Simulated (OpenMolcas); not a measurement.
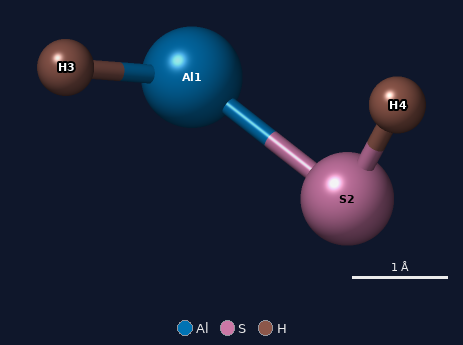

The structure (ball-and-stick view, seen at a tilt; atoms are numbered from 1 in the order of the input). Sticks mark near contacts. Bond lengths as drawn: Al–H 1.57 Å, Al–S 2.22 Å and H–S 1.33 Å.

AlH₂S: single-point calculation

AlH₂S, multiplicity 4, computed with r2SCAN/STO-3G, UKS (OpenMolcas 26.06).

The geometry is that of the parent species in another charge or spin state. The geometry comes from this level: GFN2-xTB.

**Input file**
```
&GATEWAY
BasLib = $CurrDir
Coord = mol.xyz
Basis = STO-3G
Group = NoSym
&SEWARD
GridInput
Grid=UltraFine
End of Grid
&SCF
UHF
Spin = 4
KSDFT = 2
1.0 MGGA_X_R2SCAN
1.0 MGGA_C_R2SCAN
Thresholds = 1e-10 1e-07 1e-07 1e-05
PrOrbitals = 1 1
```

**File mol.xyz**
```
4

Al     0.020450    -1.017690    -0.287090
S      0.929090     0.997900    -0.109060
H     -0.780810    -1.587390     0.940650
H     -0.168730     1.607180    -0.544510
```

Run as:
```bash
export MOLCAS_MEM=1860
pymolcas test.input > test.log
```

**What the program printed**
```
--- Start Module: gateway ---

                                              &GATEWAY

                       available to each process: 1.9 GB of memory, 1 thread

 Basis Set     1 Label: AL.STO-3G
 Basis set is read from library:.
 basistype.tbl is not found

 Basis Set     2 Label: S.STO-3G
 Basis set is read from library:.
 basistype.tbl is not found

 Basis Set     3 Label: H.STO-3G
 Basis set is read from library:.
 basistype.tbl is not found

++    Symmetry information:
      ---------------------

                    Character Table for C1

                             E
                    a        1  x, y, xy, Rz, z, xz, Ry, yz, Rx, I
--

++    Basis set information:
      ----------------------

      Basis set label: AL.STO-3G.........

      Electronic valence basis set:
      ------------------
      Associated Effective Charge  13.000000 au
      Associated Actual Charge     13.000000 au
      Nuclear Model: Point charge

      Shell  nPrim  nBasis  Cartesian Spherical Contaminant
         s       9       3        X
         p       6       2        X

      Basis set label: S.STO-3G.........

      Electronic valence basis set:
      ------------------
      Associated Effective Charge  16.000000 au
      Associated Actual Charge     16.000000 au
      Nuclear Model: Point charge

      Shell  nPrim  nBasis  Cartesian Spherical Contaminant
         s       9       3        X
         p       6       2        X

      Basis set label: H.STO-3G.........

      Electronic valence basis set:
      ------------------
      Associated Effective Charge   1.000000 au
      Associated Actual Charge      1.000000 au
      Nuclear Model: Point charge

      Shell  nPrim  nBasis  Cartesian Spherical Contaminant
         s       3       1        X
--

++    Molecular structure info:
      -------------------------

                    ************************************************
                    **** Cartesian Coordinates / bohr, angstrom ****
                    ************************************************

     Center  Label                x              y              z                     x              y              z
        1      AL1              0.038645      -1.923155      -0.542521              0.020450      -1.017690      -0.287090
        2      S2               1.755726       1.885758      -0.206094              0.929090       0.997900      -0.109060
        3      H3              -1.475517      -2.999732       1.777571             -0.780810      -1.587390       0.940650
        4      H4              -0.318853       3.037130      -1.028975             -0.168730       1.607180      -0.544510

                    ***************************************
                    *    InterNuclear Distances / bohr    *
                    ***************************************

               1 AL1           2 S2            3 H3            4 H4
    1 AL1      0.000000
    2 S2       4.191583        0.000000
    3 H3       2.972294        6.184163        0.000000
    4 H4       4.996886        2.511308        6.757091        0.000000

                    *******************************************
                    *    InterNuclear Distances / angstrom    *
                    *******************************************

               1 AL1           2 S2            3 H3            4 H4
    1 AL1      0.000000
    2 S2       2.218090        0.000000
    3 H3       1.572870        3.272518        0.000000
    4 H4       2.644238        1.328927        3.575698        0.000000
--

            Nuclear Potential Energy             65.70502897 au

--- Stop Module: gateway /rc=_RC_ALL_IS_WELL_ ---

--- Start Module: seward ---

                                              &SEWARD

                       available to each process: 1.9 GB of memory, 1 thread

               SEWARD will generate:
                  Multipole Moment integrals up to order  2
                  Kinetic Energy integrals
                  Nuclear Attraction integrals (point charge)
                  One-Electron Hamiltonian integrals
                  Velocity integrals
                  Orbital angular momentum around (  0.9081   0.1384  -0.3358 )
                  Velocity quadrupole around (  0.9081   0.1384  -0.3358 )
                  Two-Electron Repulsion integrals

                   Integrals are discarded if absolute value <: 1.00E-14
                   Integral cutoff threshold is set to       <: 1.00E-16

            Nuclear Potential Energy             65.70502897 au

      Basis set specifications :
      Symmetry species         a
      Basis functions           20

--- Stop Module: seward /rc=_RC_ALL_IS_WELL_ ---

--- Start Module: scf ---

                                                &SCF

                       available to each process: 1.9 GB of memory, 1 thread

++    Input section:
      --------------

      Header of the integral files:

      Cartesian coordinates in angstrom:
      -----------------------------------------------------
      No.  Label        X            Y            Z
      -----------------------------------------------------
       1   AL1        0.02045000  -1.01769000  -0.28709000
       2   S2         0.92909000   0.99790000  -0.10906000
       3   H3        -0.78081000  -1.58739000   0.94065000
       4   H4        -0.16873000   1.60718000  -0.54451000
      -----------------------------------------------------
      Nuclear repulsion energy =   65.70502897
--

++    Orbital specifications:
      -----------------------

      Symmetry species               1
                                     a
      Frozen orbitals                0
      Start temperature = 0.500
      End temperature   = 0.010
      Temperature Factor= 0.460
      Deleted orbitals               0
      Total number of orbitals      20
      Number of basis functions     20
--

      Molecular charge                           0.000

      Numerical integration parameters
      --------------------------------
      Radial quadrature type:                         MHL
      Size of radial grid:                            99
      Lebedev angular grid:                           41
      Angular grid pruned with the crowding factor:  1.00E+10
                                 and fading factor:  1.00E+01
      Screening threshold for integral computation:   1.00E-11
      Radial quadrature accuracy:                     1.00E-25
      Maximum batch size:                             128
      AO values are stored on disk
      The same grid will be used for all iterations.

      DFT functional specifications
      -----------------------------
      Using Libxc version: 6.2.2
      Please cite the following reference:
      S. Lehtola, C. Steigemann, M. J.T. Oliveira, and M. A.L. Marques.,  SoftwareX 7, 1–5 (2018) doi:10.1016/j.softx.2017.11.002

++    Optimization specifications:
      ----------------------------

      SCF Algorithm: Conventional USCF
      D(i)-D(i-1) density differences are used
      Number of density matrices in core                 5
      Maximum number of NDDO SCF iterations            400
      Maximum number of HF SCF iterations              400
      Threshold for SCF energy change             1.00E-10
      Threshold for density matrix                1.00E-07
      Threshold for Fock matrix                   1.00E-07
      Threshold for linear dependence             1.00E-09
      Threshold at which DIIS is turned on        1.50E-01
      Maximum depth in the DIIS procedure                5
      Maximum depth in the BFGS Hessian update          30
      Threshold at which QNR/C2DIIS is turned on  7.50E-02
      Threshold for Norm(delta) (QNR/C2DIIS)      1.00E-05
      All orbitals punched on: UHFORB
--

      Input vectors read from INPORB
      Orbital file label: *Guess orbitals

++ Convergence information
                               UHF [...]      iterations: Energy and convergence statistics

Iter     Tot. [...]      One-elec.       Two-elec.     Energy      Max Dij or  Max Fij      DNorm      TNorm      AccCon     Time
         Energy          Energy          Energy        Change      Delta Norm                                                in Sec.
   1  -632.170730839 -1058.587719931   360.711960124   0.00E+00    8.75E-02*   7.51E-01*    9.15E+00   1.08E+02   None         0.
   2  -633.238616766 -1062.303100416   363.359454681  -1.07E+00*   3.68E-01*   1.21E-01*    2.86E+00   1.08E+02   EDIIS        0.
   3  -632.676355519 -1055.397617611   357.016233124   5.62E-01*   4.82E-02*   1.93E-01*    4.38E+00   1.07E+02   EDIIS        0.
   4  -634.067133375 -1060.661489343   360.889327000  -1.39E+00*   1.23E-01*   2.79E-02*    2.56E+00   1.08E+02   EDIIS        0.
   5  -634.115556097 -1059.458872013   359.638286947  -4.84E-02*   8.65E-01*   7.79E-02*    1.56E+00   1.08E+02   EDIIS        0.
   6  -633.616521765 -1064.102541267   364.780990533   4.99E-01*   4.63E-01*   3.56E-02*    4.29E+00   1.08E+02   EDIIS        0.
   7  -634.074494413 -1062.480485363   362.700961981  -4.58E-01*   1.51E-01*   2.82E-02*    1.71E+00   1.08E+02   EDIIS        0.
   8  -634.151285531 -1059.606959582   359.750645083  -7.68E-02*   5.02E-01*   2.66E-02*    8.45E-01   1.08E+02   EDIIS        0.
   9  -634.143109739 -1061.292240390   361.444101683   8.18E-03*   2.47E-02*   9.17E-03*    7.89E-01   1.08E+02   EDIIS        0.

       Fermi aufbau procedure completed!
      nOcc(alpha)=   17
      nOcc(beta) =   14

  10  -634.157677815 -1060.240036264   360.377329480  -1.46E-02*   4.41E-02*   3.36E-03*    1.66E-01   1.08E+02   c2DIIS       0.
  11  -634.157717696 -1060.224286762   360.361540097  -3.99E-05*   7.83E-02*   2.60E-03*    1.24E-01   1.08E+02   QNRc2DIIS    0.
  12  -634.157534734 -1060.171536408   360.308972704   1.83E-04*   8.05E-02*   4.65E-03*    1.49E-01   1.08E+02   QNRc2DIIS    0.
  13  -634.157698442 -1060.321165991   360.458438581  -1.64E-04*   3.48E-02*   3.22E-03*    1.07E-01   1.08E+02   QNRc2DIIS    0.
  14  -634.157770771 -1060.238091480   360.375291741  -7.23E-05*   1.52E-03*   1.68E-04*    5.69E-02   1.08E+02   QNRc2DIIS    0.
  15  -634.157770951 -1060.239227114   360.376427194  -1.81E-07*   6.37E-04*   8.91E-05*    3.36E-03   1.08E+02   QNRc2DIIS    0.
  16  -634.157770985 -1060.238652595   360.375852641  -3.40E-08*   2.28E-04*   1.03E-05*    1.47E-03   1.08E+02   QNRc2DIIS    0.
  17  -634.157770987 -1060.238495483   360.375695527  -1.85E-09*   7.16E-05*   3.38E-06*    3.20E-04   1.08E+02   QNRc2DIIS    0.
  18  -634.157770987 -1060.238496989   360.375697033  -1.15E-10*   8.40E-06    5.34E-07*    1.14E-04   1.08E+02   QNRc2DIIS    0.
  19  -634.157770987 -1060.238497543   360.375697587  -2.96E-12    1.49E-06    1.62E-07*    1.41E-05   1.08E+02   QNRc2DIIS    0.
  20  -634.157770987 -1060.238498216   360.375698260  -2.27E-13    2.22E-07    3.12E-08     2.96E-06   1.08E+02   QNRc2DIIS    0.

       Convergence after  20 Iterations
--

 *****************************************************************************************************************************
 *                                             SCF/KS-DFT Program, Final results                                             *
 *                                                       Final Results                                                       *
 *****************************************************************************************************************************

::    Total KS-DFT energy                            -634.1577709873
      One-electron energy                           -1060.2384982159
      Two-electron energy                             360.3756982600
      Nuclear repulsion energy                         65.7050289687
      Kinetic energy (interpolated)                   625.5996619325
      Virial theorem                                    1.0136798492
      Total spin, S(S+1)                                3.7516128845
      Total spin, S                                     1.5004031805
      Max non-diagonal density matrix element           0.0000000949
      Max non-diagonal Fock matrix element              0.0000000081

      All orbitals with orbital energies smaller than  E(LUMO)+0.5 are printed

++    Molecular orbitals:
      -------------------

      Title: UKS-DFT orbitals (alpha)

      Molecular orbitals for symmetry species 1: a

          Orbital            1         2         3         4         5         6         7         8         9        10
          Energy          -87.4221  -54.8921   -7.5665   -5.5038   -5.5015   -5.4882   -3.7038   -2.1865   -2.1818   -2.1799
          Occ. No.          1.0000    1.0000    1.0000    1.0000    1.0000    1.0000    1.0000    1.0000    1.0000    1.0000

          Orbital           11        12        13        14        15        16        17        18        19        20
          Energy           -0.6657   -0.3409   -0.2616   -0.2044   -0.1827    0.0130    0.1404    0.2188    0.3102    0.4542
          Occ. No.          1.0000    1.0000    1.0000    1.0000    1.0000    1.0000    1.0000    0.0000    0.0000    0.0000

--

      All orbitals with orbital energies smaller than  E(LUMO)+0.5 are printed

++    Molecular orbitals:
      -------------------

      Title: UKS-DFT orbitals (beta)

      Molecular orbitals for symmetry species 1: a

          Orbital            1         2         3         4         5         6         7         8         9        10
          Energy          -87.4160  -54.8796   -7.5614   -5.4975   -5.4886   -5.4824   -3.6902   -2.1725   -2.1646   -2.1485
          Occ. No.          1.0000    1.0000    1.0000    1.0000    1.0000    1.0000    1.0000    1.0000    1.0000    1.0000

          Orbital           11        12        13        14        15        16        17        18        19
          Energy           -0.6218   -0.3139   -0.2110   -0.1394   -0.1072    0.1653    0.2375    0.3097    0.3824
          Occ. No.          1.0000    1.0000    1.0000    1.0000    0.0000    0.0000    0.0000    0.0000    0.0000

--

++    Molecular charges:
      ------------------

      Mulliken charges per centre and basis function type
      ---------------------------------------------------

                            AL1                     S2                      H3                      H4
                     alpha        beta       alpha        beta       alpha        beta       alpha        beta
      1s           2.8727      2.3429      2.9708      2.9503      0.7413      0.4751      0.5341      0.4793
      2px          1.7040      1.0520      1.6881      1.5130      0.0000      0.0000      0.0000      0.0000
      2pz          1.4393      1.0842      1.9478      1.3183      0.0000      0.0000      0.0000      0.0000
      2py          1.3131      1.0783      1.7887      1.7065      0.0000      0.0000      0.0000      0.0000
      Total        7.3290      5.5575      8.3955      7.4881      0.7413      0.4751      0.5341      0.4793
      Total             12.8865                 15.8836                  1.2164                  1.0135

      Charge            0.1135                  0.1164                 -0.2164                 -0.0135

      Total electronic charge=   31.000000

      Total            charge=   -0.000000
--

++    Molecular orbitals:
      -------------------

      Title: Natural orbitals

      Molecular orbitals for symmetry species 1: a

          Orbital            1         2         3         4         5         6         7         8         9        10
          Energy          -87.4190  -54.8859   -7.5620   -5.4940   -5.4970   -5.4824   -3.6965   -1.9805   -1.8487   -1.9935
          Occ. No.          2.0000    2.0000    2.0000    2.0000    2.0000    2.0000    2.0000    2.0000    2.0000    2.0000

          Orbital           11        12        13        14        15        16        17        18        19        20
          Energy           -0.4163   -0.9139   -0.5101   -0.2322   -0.1532    0.0877    0.2127    0.3795    0.3019    0.4009
          Occ. No.          2.0000    2.0000    1.9998    1.9994    1.0000    1.0000    1.0000    0.0006    0.0002    0.0000

--

++    Molecular properties:
      ---------------------

      Charge (e):
                      =   -0.0000
      Dipole Moment (debye):
      Origin of the operator (angstrom)=    0.4806    0.0733   -0.1777
                   X=  5.9992E-01               Y=  2.0003E+00               Z= -9.2813E-01           Total=  2.2853E+00
      Quadrupole Moment (debye*angstrom):
      Origin of the operator (angstrom)=    0.4806    0.0733   -0.1777
                  XX= -2.2834E+01              XY= -2.0065E+00              XZ=  6.0070E-01              YY= -2.2907E+01
                  YZ=  9.6294E-01              ZZ= -2.1761E+01
      In traceless form (debye*angstrom)
                  XX= -5.0018E-01              XY= -3.0097E+00              XZ=  9.0104E-01              YY= -6.0959E-01
                  YZ=  1.4444E+00              ZZ=  1.1098E+00
--

--- Stop Module: scf /rc=_RC_ALL_IS_WELL_ ---
--- Module scf spent 7 seconds ---

.##################.
.# Happy landing! #.
.##################.

    Timing: Wall=8.91 User=7.85 System=1.02
```

**Summary**

| quantity | value |
| --- | --- |
| outcome | converged |
| total energy | −634.157771 hartree |
| basis functions | 20 |
| ⟨S²⟩ | 3.752 |
| dipole moment | 2.29 debye |
| hardware | 1 thread of Intel Xeon (Sapphire Rapids), 16 GiB of memory available, shared host |
| wall time | 9.3 s |
| peak memory | 0.37 GiB |
